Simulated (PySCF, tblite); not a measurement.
# C₆H₇O₂−: a rotation path, then NMR shifts on frames, part 2 of 2

tblite 0.8.0 and PySCF 2.14.0. Atoms count from 0. Earlier steps stand in the parts before.

### 5 Nuclear shieldings: image 4, PBE0/pcSseg-1

What the job is given:

```
{"job": {"kind": "nmr", "xc": "PBE0", "basis": "pcSseg-1", "pop": false}, "charge": -1, "multiplicity": 1}
O      2.246400    -1.224700    -0.149000
C      2.029700    -0.074300    -0.525200
O      2.662400     0.646400    -1.301700
C      0.691600     0.636500     0.072300
C      0.229000    -0.020600     1.310700
C     -0.940400    -0.628700     1.170600
C     -1.526100    -0.414800    -0.194100
C     -0.495800     0.487500    -0.901800
H      0.965500     1.686100     0.217900
H      0.847300    -0.053800     2.193800
H     -1.445900    -1.230300     1.911800
H     -2.516100     0.056700    -0.134000
H     -1.653500    -1.368100    -0.716300
H     -0.168500     0.045200    -1.843900
H     -0.930000     1.464700    -1.133200
```

With the program's defaults for keys left out, this is: GIAO PBE0/pcSseg-1 NMR shielding, non-relativistic, gas phase.

Standard output:

```text
coarse grid: 13032 points
cycle   1  E = -382.5487093835  dE =  1.311e+00  |g| = 1.092e+00  |ddm| = 3.545e+00
cycle   2  E = -382.2270941274  dE =  3.216e-01  |g| = 1.721e+00  |ddm| = 3.286e+00
cycle   3  E = -382.7790131817  dE = -5.519e-01  |g| = 1.707e-01  |ddm| = 2.368e+00
cycle   4  E = -382.7851289746  dE = -6.116e-03  |g| = 7.169e-02  |ddm| = 2.519e-01
cycle   5  E = -382.7863244312  dE = -1.195e-03  |g| = 1.728e-02  |ddm| = 7.892e-02
cycle   6  E = -382.7863741649  dE = -4.973e-05  |g| = 9.179e-03  |ddm| = 2.031e-02
cycle   7  E = -382.7863917090  dE = -1.754e-05  |g| = 2.346e-03  |ddm| = 8.577e-03
cycle   8  E = -382.7863927090  dE = -1.000e-06  |g| = 8.619e-04  |ddm| = 2.833e-03
final grid: 127272 points
cycle   9  E = -382.8562091080  dE = -2.247e-05  |g| = 1.243e-02  |ddm| = 3.403e-02
cycle  10  E = -382.8561639725  dE =  4.514e-05  |g| = 1.977e-02  |ddm| = 2.876e-02
cycle  11  E = -382.8562396628  dE = -7.569e-05  |g| = 1.447e-03  |ddm| = 1.837e-02
cycle  12  E = -382.8562400609  dE = -3.982e-07  |g| = 4.268e-04  |ddm| = 1.335e-03
cycle  13  E = -382.8562400877  dE = -2.681e-08  |g| = 1.982e-04  |ddm| = 4.627e-04
cycle  14  E = -382.8562400955  dE = -7.704e-09  |g| = 3.973e-05  |ddm| = 1.957e-04
cycle  15  E = -382.8562400957  dE = -2.586e-10  |g| = 1.715e-05  |ddm| = 4.636e-05
converged SCF energy = -382.8562400957

GIAO shielding tensors (ppm)
atom      isotropic    diamagn.    paramagn.     s11        s22        s33       span
  0 O        0.899     406.769    -405.870   -179.590    -43.792    226.080    405.670
  1 C       14.661     243.265    -228.604    -71.991     53.602     62.372    134.363
  2 O        0.016     405.365    -405.350   -165.966    -10.618    176.631    342.597
  3 C      124.521     247.665    -123.144     95.316    121.485    156.763     61.447
  4 C       36.973     253.088    -216.115    -75.395     44.957    141.357    216.751
  5 C       63.111     254.893    -191.782    -36.940     91.156    135.117    172.057
  6 C      150.043     247.228     -97.186    127.465    153.459    169.204     41.739
  7 C      155.828     244.938     -89.110    129.999    162.323    175.163     45.163
  8 H       28.739      32.886      -4.148     26.418     27.381     32.416      5.999
  9 H       25.760      32.117      -6.358     23.727     26.293     27.260      3.533
 10 H       26.661      31.954      -5.293     25.252     25.877     28.854      3.601
 11 H       29.599      30.241      -0.642     25.122     27.896     35.779     10.657
 12 H       29.342      30.306      -0.963     25.325     27.546     35.157      9.833
 13 H       29.434      30.813      -1.379     25.272     28.815     34.214      8.942
 14 H       29.705      31.193      -1.489     24.420     28.938     35.755     11.335
```

Wall time 18 s (1 thread of Arm Neoverse V2, shared host); peak memory 0.88 GiB.

In short: δ C1 172.3, C4 150.0, C5 123.8, C3 62.4, H9 5.96, H10 5.06 ppm.

### 6 Shielding tensors: image 6, PBE0/pcSseg-1

What the job is given:

```
{"job": {"kind": "nmr", "xc": "PBE0", "basis": "pcSseg-1", "pop": false}, "charge": -1, "multiplicity": 1}
O      1.896400    -1.240000    -0.859100
C      2.024800    -0.062400    -0.529700
O      3.012400     0.675800    -0.554600
C      0.673500     0.661300     0.016500
C      0.254600     0.041700     1.288900
C     -0.910100    -0.588600     1.203900
C     -1.527400    -0.444700    -0.155200
C     -0.522700     0.434700    -0.924900
H      0.932200     1.718500     0.127300
H      0.887800     0.065100     2.162500
H     -1.392100    -1.159900     1.983800
H     -2.524600     0.012500    -0.099900
H     -1.644400    -1.420600    -0.634500
H     -0.191300    -0.073200    -1.831100
H     -0.973600     1.387700    -1.215800
```

Level: GIAO PBE0/pcSseg-1 NMR shielding, non-relativistic, gas phase.

Standard output:

```text
coarse grid: 13032 points
cycle   1  E = -382.5525230145  dE =  1.316e+00  |g| = 1.090e+00  |ddm| = 3.538e+00
cycle   2  E = -382.2391855744  dE =  3.133e-01  |g| = 1.708e+00  |ddm| = 3.287e+00
cycle   3  E = -382.7822840997  dE = -5.431e-01  |g| = 1.634e-01  |ddm| = 2.406e+00
cycle   4  E = -382.7873680309  dE = -5.084e-03  |g| = 8.023e-02  |ddm| = 2.270e-01
cycle   5  E = -382.7886469441  dE = -1.279e-03  |g| = 2.972e-02  |ddm| = 8.315e-02
cycle   6  E = -382.7888011166  dE = -1.542e-04  |g| = 1.008e-02  |ddm| = 3.033e-02
cycle   7  E = -382.7888201840  dE = -1.907e-05  |g| = 2.304e-03  |ddm| = 1.045e-02
cycle   8  E = -382.7888212235  dE = -1.040e-06  |g| = 8.863e-04  |ddm| = 2.706e-03
final grid: 127272 points
cycle   9  E = -382.8584724093  dE = -2.431e-05  |g| = 1.207e-02  |ddm| = 3.437e-02
cycle  10  E = -382.8584319809  dE =  4.043e-05  |g| = 1.885e-02  |ddm| = 2.665e-02
cycle  11  E = -382.8585018105  dE = -6.983e-05  |g| = 1.087e-03  |ddm| = 1.675e-02
cycle  12  E = -382.8585020462  dE = -2.357e-07  |g| = 2.776e-04  |ddm| = 1.003e-03
cycle  13  E = -382.8585020608  dE = -1.459e-08  |g| = 1.277e-04  |ddm| = 3.427e-04
cycle  14  E = -382.8585020642  dE = -3.440e-09  |g| = 4.013e-05  |ddm| = 1.324e-04
cycle  15  E = -382.8585020645  dE = -3.048e-10  |g| = 1.294e-05  |ddm| = 4.122e-05
converged SCF energy = -382.8585020645

GIAO shielding tensors (ppm)
atom      isotropic    diamagn.    paramagn.     s11        s22        s33       span
  0 O       30.308     408.280    -377.972   -150.851    -13.553    255.327    406.177
  1 C       14.781     243.821    -229.040    -71.289     50.579     65.053    136.343
  2 O      -21.613     404.224    -425.837   -207.523    -38.073    180.758    388.280
  3 C      119.246     246.716    -127.471     98.474    121.495    137.769     39.295
  4 C       38.059     252.654    -214.596    -71.887     48.461    137.603    209.490
  5 C       62.403     254.531    -192.128    -38.585     89.983    135.811    174.396
  6 C      148.875     247.128     -98.252    124.616    153.461    168.549     43.933
  7 C      157.085     245.631     -88.546    134.416    161.142    175.697     41.280
  8 H       28.548      33.176      -4.628     25.372     27.464     32.809      7.438
  9 H       25.636      32.116      -6.481     23.706     25.917     27.283      3.577
 10 H       26.654      31.854      -5.199     25.264     25.775     28.924      3.659
 11 H       29.588      30.174      -0.585     25.068     27.825     35.872     10.805
 12 H       29.178      30.149      -0.971     25.313     27.376     34.846      9.532
 13 H       29.181      30.695      -1.514     25.641     27.947     33.955      8.314
 14 H       30.022      31.214      -1.192     24.897     29.044     36.126     11.230
```

Run time: 18 s. Hardware: 1 thread of Arm Neoverse V2, shared host; peak memory 0.88 GiB.

In short: δ C1 172.1, C4 148.9, C5 124.5, C3 67.7, H9 6.08, H10 5.06 ppm.

### 7 NMR shieldings: image 8, PBE0/pcSseg-1

What the job is given:

```
{"job": {"kind": "nmr", "xc": "PBE0", "basis": "pcSseg-1", "pop": false}, "charge": -1, "multiplicity": 1}
O      1.918900    -0.771900    -1.534800
C      2.029200    -0.049700    -0.544600
O      3.018600     0.246600     0.126000
C      0.652900     0.663400    -0.035100
C      0.270200     0.099800     1.273200
C     -0.892300    -0.540900     1.242700
C     -1.536200    -0.466900    -0.111200
C     -0.547900     0.372500    -0.944700
H      0.910100     1.725500     0.025900
H      0.926800     0.176000     2.125300
H     -1.354900    -1.078600     2.057500
H     -2.531100    -0.004800    -0.056800
H     -1.668900    -1.468100    -0.533900
H     -0.185800    -0.189700    -1.809000
H     -1.014000     1.294700    -1.302400
```

With the program's defaults for keys left out, this is: GIAO PBE0/pcSseg-1 NMR shielding, non-relativistic, gas phase.

Standard output:

```text
coarse grid: 13032 points
cycle   1  E = -382.5588003197  dE =  1.317e+00  |g| = 1.085e+00  |ddm| = 3.551e+00
cycle   2  E = -382.2469862743  dE =  3.118e-01  |g| = 1.705e+00  |ddm| = 3.294e+00
cycle   3  E = -382.7855221832  dE = -5.385e-01  |g| = 1.758e-01  |ddm| = 2.378e+00
cycle   4  E = -382.7914522011  dE = -5.930e-03  |g| = 8.469e-02  |ddm| = 2.379e-01
cycle   5  E = -382.7927295422  dE = -1.277e-03  |g| = 3.703e-02  |ddm| = 8.798e-02
cycle   6  E = -382.7929803973  dE = -2.509e-04  |g| = 9.115e-03  |ddm| = 3.580e-02
cycle   7  E = -382.7929959085  dE = -1.551e-05  |g| = 2.165e-03  |ddm| = 9.532e-03
cycle   8  E = -382.7929968637  dE = -9.552e-07  |g| = 8.482e-04  |ddm| = 2.669e-03
final grid: 127272 points
cycle   9  E = -382.8624865577  dE = -2.245e-05  |g| = 1.217e-02  |ddm| = 3.559e-02
cycle  10  E = -382.8624437758  dE =  4.278e-05  |g| = 1.922e-02  |ddm| = 2.700e-02
cycle  11  E = -382.8625163249  dE = -7.255e-05  |g| = 1.070e-03  |ddm| = 1.724e-02
cycle  12  E = -382.8625165531  dE = -2.283e-07  |g| = 2.665e-04  |ddm| = 9.829e-04
cycle  13  E = -382.8625165666  dE = -1.344e-08  |g| = 1.333e-04  |ddm| = 3.645e-04
cycle  14  E = -382.8625165703  dE = -3.781e-09  |g| = 4.140e-05  |ddm| = 1.416e-04
cycle  15  E = -382.8625165706  dE = -3.000e-10  |g| = 1.447e-05  |ddm| = 4.090e-05
converged SCF energy = -382.8625165706

GIAO shielding tensors (ppm)
atom      isotropic    diamagn.    paramagn.     s11        s22        s33       span
  0 O       24.137     405.519    -381.382   -169.258    -16.237    257.906    427.164
  1 C       19.427     243.815    -224.389    -70.545     54.403     74.422    144.967
  2 O       14.620     405.818    -391.197   -178.824    -24.522    247.207    426.031
  3 C      122.644     248.405    -125.760    100.671    124.880    142.381     41.710
  4 C       35.844     252.478    -216.633    -71.845     44.126    135.252    207.097
  5 C       65.998     254.864    -188.865    -32.683     93.339    137.339    170.022
  6 C      149.273     247.327     -98.055    124.879    153.255    169.683     44.804
  7 C      159.041     246.348     -87.307    135.768    162.942    178.412     42.644
  8 H       28.676      32.467      -3.790     24.958     28.518     32.553      7.595
  9 H       25.424      32.432      -7.008     23.380     25.272     27.621      4.241
 10 H       26.896      32.151      -5.255     25.216     26.229     29.244      4.028
 11 H       29.596      30.275      -0.679     25.127     27.855     35.807     10.680
 12 H       29.302      30.321      -1.019     25.078     27.810     35.019      9.941
 13 H       28.116      30.501      -2.385     23.973     26.234     34.141     10.168
 14 H       30.327      31.355      -1.029     25.501     28.931     36.549     11.048
```

Wall time 20 s (1 thread of Arm Neoverse V2, shared host); peak memory 0.88 GiB.

In short: δ C1 167.5, C4 151.1, C5 120.9, C3 64.3, H9 6.29, H10 4.82 ppm.

### 8 Comparing the runs: NMR shifts

Shifts (ppm) of some atoms, chosen among heavy atoms and hydrogens apart, with basis size and wall time:

```csv
frame,C1,C5,C3,H13,H14,O0,O2,functions,time
image 0,167.5,120.9,64.5,3.54,1.39,322.3,311.8,171,20 s
image 2,171.2,120.0,60.7,3.16,1.68,338.1,322.5,171,20 s
image 4,172.3,123.8,62.4,2.28,2.01,335.2,336.1,171,18 s
image 6,172.1,124.5,67.7,2.54,1.69,305.8,357.7,171,18 s
image 8,167.5,120.9,64.3,3.60,1.39,311.9,321.5,171,20 s
```

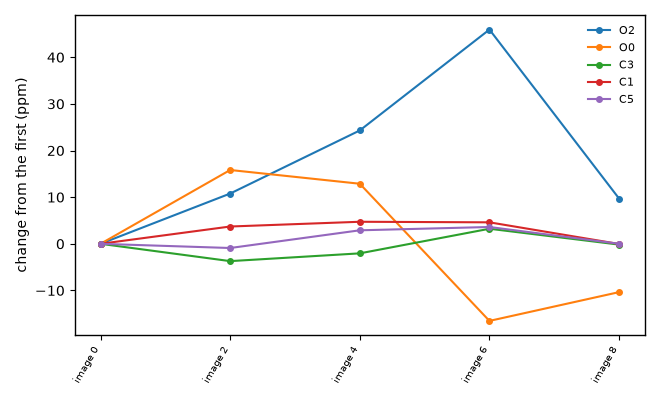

How five of the tabulated atoms move from run to run.

### 9 Summary of results

This closing draws on all 2 parts.

| quantity | value |
| --- | --- |
| barrier | 0.110 eV (2.5 kcal/mol) at image 4 |
| end to end (GFN2-xTB) | 0.000 eV |
| ¹³C shifts against TMS (PBE0/pcSseg-1, image 0) | 167.5, 151.1, 120.9, 64.5, 37.6, 28.0 ppm |
| ¹H shifts against TMS (PBE0/pcSseg-1, image 0) | 6.29, 4.83, 3.54, 3.04, 2.43, 2.10, 1.39 ppm |
| ¹⁷O shifts against H2O (PBE0/pcSseg-1, image 0) | 322.3, 311.8 ppm |
| range of the shift of O2 | 311.8 to 357.7 ppm |

**Reading.** Along the band the dihedral turns by 180°, and the top (dihedral 200°) lies 2.5 kcal/mol above the start (GFN2-xTB, rough), so at room temperature this motion is fast. The top was not checked by a frequency run. Shifts at one fixed geometry are not the observed spectrum, which averages over the motion. Across the 5 runs the shift of O2 moves most, between 311.8 (image 0) and 357.7 ppm (image 6).
